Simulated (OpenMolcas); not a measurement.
# C2H7Ga (SMILES [CH3][GaH][CH3]) at 6 levels

We compute a comparison of 6 runs (B3LYP/def2-SVP, BLYP/def2-SVP, PBE0/def2-SVP, r2SCAN/def2-SVP, revPBE/def2-SVP, MP2/def2-SVP) of C2H7Ga. 

The calculation is run with OpenMolcas 26.06.

**1. Starting point**

The species is C2H7Ga (10 atoms), meant as a singlet with charge 0. SMILES: `[CH3][GaH][CH3]`. The C1–H4 distance was set to 1.643 Å, away from the relaxed value. At this shape a bond of the SMILES string is far longer than usual.

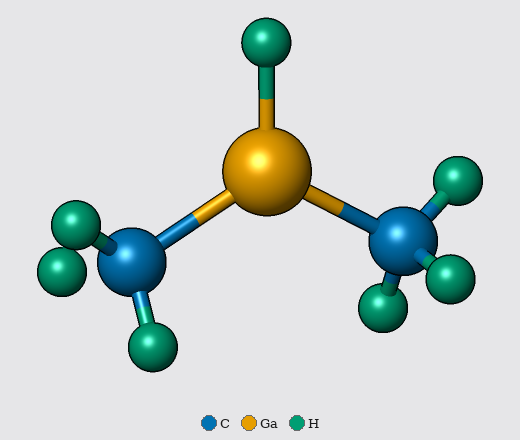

The structure, seen from a chosen angle (carbon blue, gallium amber, hydrogen teal).

**2. A single-point energy at B3LYP/def2-SVP (run 1)**

File calc.inp:

```
* C2H7Ga Kohn-Sham DFT

&GATEWAY
  BasLib
  $CurrDir
  Coord
  10
  angstrom
  C       -0.828242       1.407109      -0.293585
  Ga       0.884158       0.530409       0.136915
  C        0.916658      -1.057191       1.305115
  H       -1.533700       0.614200      -1.548200
  H       -0.700242       2.448109      -0.593285
  H       -1.524542       1.359509       0.546815
  H        2.232458       1.100809      -0.454385
  H        0.922858      -0.729691       2.350515
  H        1.804458      -1.671591       1.148715
  H        0.025558      -1.673991       1.168315
  Basis
  def2-SVP
  Group
  NoSym

&SEWARD
  GridInput
  Grid=UltraFine
  End of Grid

&SCF
  KSDFT
  B3LYP
  Thresholds
  1e-10 1e-07 1e-07 1e-05
  PrOrbitals
  1 2
```

The basis set def2-SVP is read from a file made from the Basis Set Exchange's data (not shown).

Command:

```console
export MOLCAS_MEM=1860
pymolcas calc.inp > calc.log
```

Standard output:

```text
--- Start Module: gateway ---
[...]
--- Stop Module: gateway /rc=_RC_ALL_IS_WELL_ ---
--- Start Module: seward ---
[...]
      Basis functions           95
--- Stop Module: seward /rc=_RC_ALL_IS_WELL_ ---
[...]
--- Start Module: scf ---
[...]
       Convergence after  14 Iterations
[...]
::    Total KS-DFT energy                           -2004.9467687071
[...]
      Total spin, S                                     0.0000000000
[...]
      Total electronic charge=   50.000000
      Total            charge=   -0.000000
[...]
      Dipole Moment (debye):
      Origin of the operator (angstrom)=    0.6325    0.4222    0.2422
                   X= -3.3523E-01               Y= -1.8914E-02               Z=  6.7088E-01           Total=  7.5021E-01
      Quadrupole Moment (debye*angstrom):
[...]
--- Stop Module: scf /rc=_RC_ALL_IS_WELL_ ---
[...]
```

It took 20 s on 1 thread of Intel Xeon 6975P-C (Granite Rapids), shared host; peak memory 0.53 GiB.

**3. The energy at BLYP/def2-SVP (run 2)**

File run.input:

```
* C2H7Ga Kohn-Sham DFT

&GATEWAY
 BasLib=$CurrDir
 Coord
 10
 angstrom
 C       -0.828242       1.407109      -0.293585
 Ga       0.884158       0.530409       0.136915
 C        0.916658      -1.057191       1.305115
 H       -1.533700       0.614200      -1.548200
 H       -0.700242       2.448109      -0.593285
 H       -1.524542       1.359509       0.546815
 H        2.232458       1.100809      -0.454385
 H        0.922858      -0.729691       2.350515
 H        1.804458      -1.671591       1.148715
 H        0.025558      -1.673991       1.168315
 Basis=def2-SVP
 Group=NoSym

&SEWARD
 GridInput
 Grid=UltraFine
 End of Grid

&SCF
 KSDFT=BLYP
 Thresholds=1e-10 1e-07 1e-07 1e-05
 PrOrbitals=1 2
```

The basis set def2-SVP is read from a file made from the Basis Set Exchange's data (not shown).

Command:

```console
export MOLCAS_MEM=1860
pymolcas run.input > run.log
```

Standard output:

```text
--- Start Module: gateway ---
[...]
--- Stop Module: gateway /rc=_RC_ALL_IS_WELL_ ---
--- Start Module: seward ---
[...]
      Basis functions           95
--- Stop Module: seward /rc=_RC_ALL_IS_WELL_ ---
[...]
--- Start Module: scf ---
[...]
       Convergence after  15 Iterations
[...]
::    Total KS-DFT energy                           -2004.8979178113
[...]
      Total spin, S                                     0.0000000000
[...]
      Total electronic charge=   50.000000
      Total            charge=   -0.000000
[...]
      Dipole Moment (debye):
      Origin of the operator (angstrom)=    0.6325    0.4222    0.2422
                   X= -3.9106E-01               Y= -4.4021E-02               Z=  6.7537E-01           Total=  7.8166E-01
      Quadrupole Moment (debye*angstrom):
[...]
--- Stop Module: scf /rc=_RC_ALL_IS_WELL_ ---
[...]
```

It took 20 s on 1 thread of Intel Xeon 6975P-C (Granite Rapids), shared host; peak memory 0.53 GiB.

Runs 3 to 4 aren't shown in full; the table further down has their settings and results.

**4. A single-point energy at revPBE/def2-SVP (run 5)**

Changes to calc.inp since step 2:

```diff
@@ -3,4 +3,3 @@
 &GATEWAY
-  BasLib
-  $CurrDir
+  BasLib = $CurrDir
   Coord
@@ -18,6 +17,4 @@
   H        0.025558      -1.673991       1.168315
-  Basis
-  def2-SVP
-  Group
-  NoSym
+  Basis = def2-SVP
+  Group = NoSym
 
@@ -29,7 +26,4 @@
 &SCF
-  KSDFT
-  B3LYP
-  Thresholds
-  1e-10 1e-07 1e-07 1e-05
-  PrOrbitals
-  1 2
+  KSDFT = revPBE
+  Thresholds = 1e-10 1e-07 1e-07 1e-05
+  PrOrbitals = 1 1
```

The basis set def2-SVP is read from a file made from the Basis Set Exchange's data (not shown).

Command:

```console
export MOLCAS_MEM=1860
pymolcas calc.inp > calc.log
```

Standard output:

```text
--- Start Module: gateway ---
[...]
--- Stop Module: gateway /rc=_RC_ALL_IS_WELL_ ---
--- Start Module: seward ---
[...]
      Basis functions           95
--- Stop Module: seward /rc=_RC_ALL_IS_WELL_ ---
[...]
--- Start Module: scf ---
[...]
       Convergence after  15 Iterations
[...]
::    Total KS-DFT energy                           -2004.7283628553
[...]
      Total spin, S                                     0.0000000000
[...]
      Total electronic charge=   50.000000
      Total            charge=   -0.000000
[...]
      Dipole Moment (debye):
      Origin of the operator (angstrom)=    0.6325    0.4222    0.2422
                   X= -3.9538E-01               Y= -6.1480E-02               Z=  6.4269E-01           Total=  7.5707E-01
      Quadrupole Moment (debye*angstrom):
[...]
--- Stop Module: scf /rc=_RC_ALL_IS_WELL_ ---
[...]
```

Wall time 21 s (1 thread of Intel Xeon 6975P-C (Granite Rapids), shared host); peak memory 0.53 GiB.

**5. The energy at MP2/def2-SVP (run 6)**

File run.input:

```
&GATEWAY
 BASLIB = $CurrDir
 BASISSET
 C.def2-SVP....
 C1 -0.828242 1.407109 -0.293585 angstrom
 C3 0.916658 -1.057191 1.305115 angstrom
 End of Basis
 BASISSET
 Ga.def2-SVP....
 Ga2 0.884158 0.530409 0.136915 angstrom
 End of Basis
 BASISSET
 H.def2-SVP....
 H4 -1.533700 0.614200 -1.548200 angstrom
 H5 -0.700242 2.448109 -0.593285 angstrom
 H6 -1.524542 1.359509 0.546815 angstrom
 H7 2.232458 1.100809 -0.454385 angstrom
 H8 0.922858 -0.729691 2.350515 angstrom
 H9 1.804458 -1.671591 1.148715 angstrom
 H10 0.025558 -1.673991 1.168315 angstrom
 End of Basis

&SEWARD

&SCF
 THRESHOLDS = 1e-10 1e-07 1e-07 1e-05
 PRORBITALS = 0

&MBPT2
 FROZEN = 11
```

The basis set def2-SVP is read from a file made from the Basis Set Exchange's data (not shown).

Command:

```console
export MOLCAS_MEM=1860
pymolcas run.input > run.log
```

Standard output:

```text
--- Start Module: gateway ---
[...]
--- Stop Module: gateway /rc=_RC_ALL_IS_WELL_ ---
[...]
      Basis functions           95
[...]
--- Start Module: scf ---
[...]
       Convergence after  13 Iterations
[...]
::    Total SCF energy                              -2002.6645246295
[...]
      Total spin, S                                     0.0000000000
[...]
      Total electronic charge=   50.000000
      Total            charge=   -0.000000
[...]
      Dipole Moment (debye):
      Origin of the operator (angstrom)=    0.6325    0.4222    0.2422
                   X= -1.1250E-01               Y=  1.1294E-01               Z=  8.1401E-01           Total=  8.2947E-01
      Quadrupole Moment (debye*angstrom):
[...]
--- Stop Module: scf /rc=_RC_ALL_IS_WELL_ ---
[...]
--- Start Module: mbpt2 ---
[...]
WARNING!
Default frozen orbitals as non valence orbitals is overwritten by user input.
Default values:  16
[...]
       Reference weight ( Cref**2 )         =        0.85364
::    Total MBPT2 energy                            -2003.1829516313
[...]
      Total MBPT2 calculations                           0.28      0.31
--- Stop Module: mbpt2 /rc=_RC_ALL_IS_WELL_ ---
[...]
```

It took 6.6 s on 1 thread of Intel Xeon 6975P-C (Granite Rapids), shared host; peak memory 0.52 GiB.

**6. All runs side by side**

```
run            level  integration grid  frozen core orbitals   energy (Eh)  dipole moment (D) of the reference  HOMO energy (eV)  LUMO energy (eV)  wall time
  1   B3LYP/def2-SVP         UltraFine                     –  -2004.946769                                0.75             -7.46             -1.50       20 s
  2    BLYP/def2-SVP         UltraFine                     –  -2004.897918                                0.78             -6.29             -1.99       20 s
  3    PBE0/def2-SVP         UltraFine                     –  -2004.534006                                0.72             -7.71             -1.23       22 s
  4  r2SCAN/def2-SVP         UltraFine                     –  -2004.827879                                0.75             -6.74             -1.84       32 s
  5  revPBE/def2-SVP         UltraFine                     –  -2004.728363                                0.76             -6.42             -1.98       21 s
  6     MP2/def2-SVP                 –                    11  -2003.182952                                0.83            -10.60              1.65      6.6 s
```

**7. Summary of results**

| quantity | value |
| --- | --- |
| run 6: total energy | -2003.18295 Eh |
| run 6: dipole moment (mean-field density) | 0.83 D |
| run 6: HOMO energy (Hartree–Fock orbitals) | -10.60 eV |
| run 6: LUMO energy (Hartree–Fock orbitals) | 1.65 eV |
| run 6: HOMO–LUMO gap (Hartree–Fock orbitals) | 12.25 eV |
| run 6: correlation energy (11 core orbitals frozen) | -518.4 mEh |

What this shows: Over runs 1, 2, 3, 4, 5 the dipole moment (its size) runs from 0.72 D (PBE0/def2-SVP) to 0.78 D (BLYP/def2-SVP). Over runs 1, 2, 3, 4, 5 the HOMO–LUMO gap runs from 4.30 eV (BLYP/def2-SVP) to 6.48 eV (PBE0/def2-SVP). Totals of different functionals can't be ranked against each other. All runs together took 2 min, the longest 32 s.
